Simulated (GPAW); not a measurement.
# How KTaO3 absorbs and reflects light, part 2 of 2

Aim: the dielectric function of KTaO3, and the optical constants that follow from it.

GPAW 26.7.0; DFT, RPBE, plane-wave PAW (GPAW data sets), scalar-relativistic, RPA, optical limit.

So far. Step 2 (Ground state): There is a gap, 2.23 eV on this mesh (points off the mesh can give less), so no carriers' term is needed.

## Step 4: Dielectric function, RPA

Transitions between filled and empty bands, summed over the zone, give the optical response, so mesh, band count and broadening shape it.

The induced potential is part of this response.

This step: DFT, RPBE, plane-wave PAW (GPAW data sets), scalar-relativistic, RPA, optical limit (GPAW 26.7.0).

Contents of df.py:

```python
from gpaw.response.df import DielectricFunction

df = DielectricFunction('full.gpw', frequencies={'type': 'nonlinear', 'domega0': 0.03, 'omega2': 8},
                        ecut=30,
                        eta=0.15,
                        nbands=43,
                        txt='df.txt')
for direction in ['x']:
    df.get_dielectric_function(xc='RPA', direction=direction, filename=f'df_{direction}.csv')
```

Command:

```
$ OMP_NUM_THREADS=1 python df.py
```

What it wrote:

```text
Using integrator: PointIntegrator
NonLinearFrequencyDescriptor(from 0.000 to 93.938 eV, 535 points)
Nonperiodic BCs:  [False False False]
Using integrator: PointIntegrator
NonLinearFrequencyDescriptor(from 0.000 to 93.938 eV, 535 points)
Nonperiodic BCs:  [False False False]

Calculating chi0 body with:
    Ground state adapter containing:
    Number of spins: 1
    Number of kpoints: 512
    Number of irreducible kpoints: 35
    Number of completely occupied states: 20
    Number of partially occupied states: 20

    Linear response parametrization:
    q_c: [0.0, 0.0, 0.0]
    Number of frequency points: 535
    Planewave cutoff: 30.0
    Number of bands: 43
    Number of planewaves: 27
    Broadening (eta): 0.15

Integrating chi0 body.

Symmetries of q_c:
    Direct symmetries (Uq -> q): 48
    Indirect symmetries (TUq -> q): 0
In total 48 allowed symmetries.

35 groups of equivalent kpoints. 93.1640625% reduction.

Integral kind: spectral function

Calculating chi0 optical extensions with:
    Ground state adapter containing:
    Number of spins: 1
    Number of kpoints: 512
    Number of irreducible kpoints: 35
    Number of completely occupied states: 20
    Number of partially occupied states: 20

    Linear response parametrization:
    Number of frequency points: 535
    Planewave cutoff: 30.0
    Number of bands: 43
    Number of planewaves: 27
    Broadening (eta): 0.15
Integrating chi0 head and wings.

Symmetries of q_c:
    Direct symmetries (Uq -> q): 48
    Indirect symmetries (TUq -> q): 0
In total 48 allowed symmetries.

35 groups of equivalent kpoints. 93.1640625% reduction.

Integral kind: spectral function wings
```

The job ended after 13 s (1 thread of AMD EPYC 7R43, shared host; peak memory 0.28 GiB).

Read-outs, printed or worked out from the files:

| Item | Value |
| --- | --- |
| electronic dielectric constant ε∞, mean over x, y and z (by symmetry where fewer were run) | 4.730 |
| main peak of Im epsilon, first axis | 5.124 eV |

Some rows of df_x.csv (energy; Re and Im without local fields; Re and Im with them):

```text
0.000000, 4.832795, 0.000000, 4.729737, 0.000000
0.429336, 4.854881, 0.015679, 4.750923, 0.015035
0.878195, 4.928442, 0.034412, 4.821407, 0.032938
1.347938, 5.073626, 0.060651, 4.960152, 0.057847
1.840057, 5.336510, 0.106293, 5.210186, 0.100755
2.356191, 5.851468, 0.225598, 5.695924, 0.211492
2.898142, 6.838810, 1.263861, 6.623776, 1.165063
3.467895, 6.992571, 1.769708, 6.754340, 1.596940
4.067647, 3.956628, 5.520236, 4.243675, 5.338424
4.699832, 5.776087, 3.178457, 5.748519, 2.844596
5.367152, 1.878373, 4.023311, 2.184503, 4.271179
6.072622, 0.753443, 4.979111, 1.376151, 5.638623
6.819608, 1.221966, 1.031502, 0.831179, 1.419727
7.611886, 3.102171, 1.559236, 2.878285, 1.675212
8.453705, 3.483565, 2.010645, 3.253549, 2.065183
9.349861, 2.219888, 3.874227, 1.959834, 4.008063
10.305790, 1.733866, 4.786444, 1.495147, 4.835240
11.327680, 0.116492, 2.024452, -0.228708, 1.927316
12.422601, 0.880125, 1.849517, 0.666838, 1.618512
13.598673, 0.712989, 1.969337, 0.644650, 1.781140
14.865263, 0.772083, 1.156479, 0.641401, 1.111761
```

The Im ε, E ∥ x has structure finer than the step of the table below, so its rows give means over 0.5 eV, whole bins alone (the curve runs from 0 to 15.0 eV). Peaks (eV: height): 3.98: 5.67, 5.12: 6.34, 5.97: 5.82, 9.22: 4.29, 10.38: 5.11.

Values under the direct gap are tails of Lorentzian lines. Table of Im ε, E ∥ x by photon energy; means over each step:

```
photon energy (eV)  Im ε, E ∥ x
               0.5       0.0178
               1.0       0.0389
               1.5       0.0694
               2.0        0.126
               2.5        0.325
               3.0         1.40
               3.5         1.99
               4.0         4.91
               4.5         2.58
               5.0         5.16
               5.5         3.96
               6.0         5.32
               6.5         2.83
               7.0         1.11
               7.5         1.48
               8.0         2.12
               8.5         2.34
               9.0         3.77
               9.5         3.75
              10.0         3.95
              10.5         4.56
              11.0         2.44
              11.5         1.75
              12.0         1.66
              12.5         1.56
              13.0         1.74
              13.5         1.91
              14.0         1.76
              14.5         1.18
```

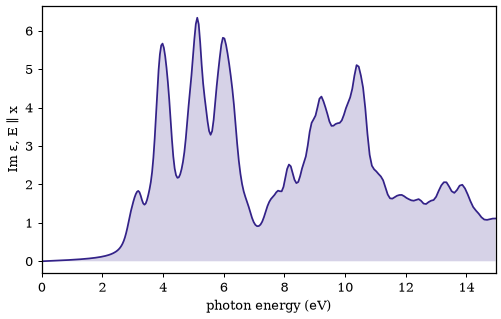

Im ε, E ∥ x, plotted against photon energy.

Table of Re ε, E ∥ x by photon energy:

```csv
photon energy (eV),"Re ε, E ∥ x"
0,4.73
2,5.33
4,5.09
6,2.10
8,3.29
10,2.02
12,0.464
14,0.209
```

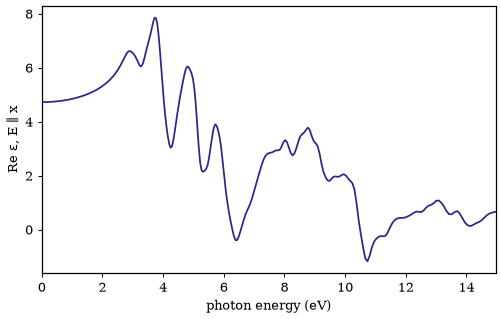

Re ε, E ∥ x against photon energy.

The Im ε, E ∥ x has structure finer than the step of the table below, so its rows give means over 1 eV, whole bins alone (the curve runs from 0 to 15.0 eV). Peaks (eV: height): without local fields 3.9: 6.06, 5.1: 6.47, 6.0: 5.45, 10.4: 5.04; with local fields 4.0: 5.67, 5.1: 6.34, 6.0: 5.82, 9.2: 4.29, 10.4: 5.11.

Values under the direct gap are tails of Lorentzian lines. Table of Im ε, E ∥ x by photon energy; means over each step:

```
photon energy (eV)  without local fields  with local fields
                 1                0.0419             0.0400
                 2                 0.147              0.139
                 3                  1.30               1.20
                 4                  3.97               3.71
                 5                  4.43               4.29
                 6                  4.05               4.49
                 7                  1.09               1.37
                 8                  1.92               2.02
                 9                  3.40               3.50
                10                  4.07               4.10
                11                  2.76               2.72
                12                  1.84               1.65
                13                  1.97               1.75
                14                  1.74               1.66
```

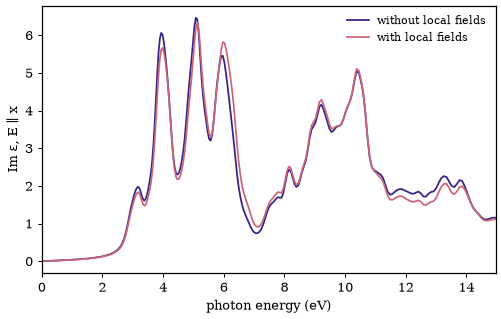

Im ε, E ∥ x against photon energy.

The reflectivity at normal incidence, E ∥ x has structure finer than the step of the table below, so its rows give means over 0.5 eV, whole bins alone (the curve runs from 0 to 15.0 eV). Peaks (eV: height): 3.89: 26.8, 5.12: 27.9, 6.33: 29.4, 10.74: 35.2, 14.04: 16.9.

Reflectivity at normal incidence, E ∥ x against photon energy; means over each step:

```
photon energy (eV)  reflectivity at normal incidence, E ∥ x (%)
               0.5                                         13.8
               1.0                                         14.1
               1.5                                         14.7
               2.0                                         15.7
               2.5                                         17.5
               3.0                                         19.6
               3.5                                         21.3
               4.0                                         24.7
               4.5                                         17.1
               5.0                                         25.4
               5.5                                         20.1
               6.0                                         26.8
               6.5                                         22.7
               7.0                                         6.06
               7.5                                         9.34
               8.0                                         12.4
               8.5                                         13.6
               9.0                                         19.3
               9.5                                         19.6
              10.0                                         20.5
              10.5                                         30.5
              11.0                                         27.0
              11.5                                         17.8
              12.0                                         12.9
              12.5                                         10.4
              13.0                                         10.2
              13.5                                         13.3
              14.0                                         15.7
              14.5                                         11.0
```

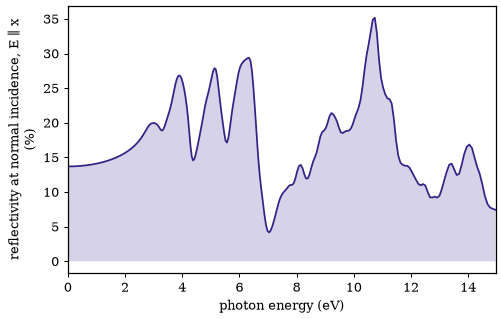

Reflectivity at normal incidence, E ∥ x, plotted against photon energy.

Table of refractive index n and extinction k by photon energy:

| photon energy (eV) | n | k |
| --- | --- | --- |
| 0 | 2.17 | 0 |
| 1 | 2.20 | 0.00876 |
| 2 | 2.31 | 0.0266 |
| 3 | 2.58 | 0.292 |
| 4 | 2.52 | 1.12 |
| 5 | 2.57 | 1.07 |
| 6 | 2.04 | 1.43 |
| 7 | 1.26 | 0.398 |
| 8 | 1.89 | 0.545 |
| 9 | 2.03 | 0.928 |
| 10 | 1.79 | 1.09 |
| 11 | 1.00 | 1.18 |
| 12 | 1.05 | 0.794 |
| 13 | 1.24 | 0.680 |
| 14 | 1.01 | 0.898 |

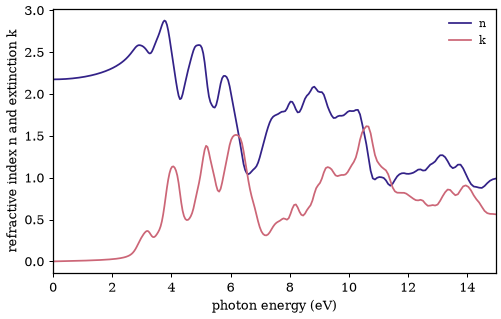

Refractive index n and extinction k against photon energy.

At chosen wavelengths:

| wavelength (nm) | n | k | R (%) | 1/α |
| --- | --- | --- | --- | --- |
| 1550 | 2.19 | 0.007 | 13.9 | 18 µm |
| 1064 | 2.21 | 0.011 | 14.3 | 8.0 µm |
| 800 | 2.25 | 0.016 | 14.7 | 4.0 µm |
| 633 | 2.30 | 0.025 | 15.5 | 2.0 µm |
| 532 | 2.38 | 0.042 | 16.7 | 997 nm |
| 365 | 2.55 | 0.291 | 19.6 | 100 nm |
| 308 | 2.45 | 1.131 | 25.7 | 22 nm |

Below the direct gap, k and the depth come from the tails of the Lorentzian lines, not from transitions.

Rows near the edge hang on the gap, which this functional as a rule makes too small, and phonon-assisted absorption is left out.

## Step 5: What came out

```json
{
  "electronic dielectric constant ε∞, mean over x, y and z (by symmetry where fewer were run) (RPA)": "4.73",
  "main peak of Im epsilon, first axis": "5.12 eV"
}
```

What this shows: At this level (RPBE, RPA) KTaO3 has ε∞ = 4.73 and n = 2.19 at 1550 nm, and Im ε peaks at 5.1 eV. On the mesh the gap is 2.22 eV and the least direct gap 2.84 eV, so on this mesh the band edges lie at different points. Local fields change the static value along x from 4.83 to 4.73 (-2 %). Distinct maxima of Im ε, read by a parabola through the highest points, lie at 3.97 eV (5.7), 5.12 eV (6.3), 5.99 eV (5.8) and 10.40 eV (5.1). Excitons and phonon-assisted transitions are missing; RPBE gaps are as a rule too small, which pulls the onset down and ε∞ up. Spin-orbit coupling is left out although heavy atoms are present. The sum runs over mesh points, so small or evenly spaced maxima can still be ripples of the mesh. In this version of GPAW the matrix elements of the optical limit are incomplete, which can lower ε − 1 by up to a tenth where first-row anions or d states rule, and shift it by more in d metals.

[Machine, clock and banner lines and Python warnings are left out of the logs.]

[Logs are printed without paths, hosts, clocks, repeated set-up lines and the standing remarks that a program may print on its own settings, such as how far it seeks lower states.]

[Hosts, paths, dates, database ids (printed as entryN), source tags and the programs' standing remarks are cut or masked in the printed files.]
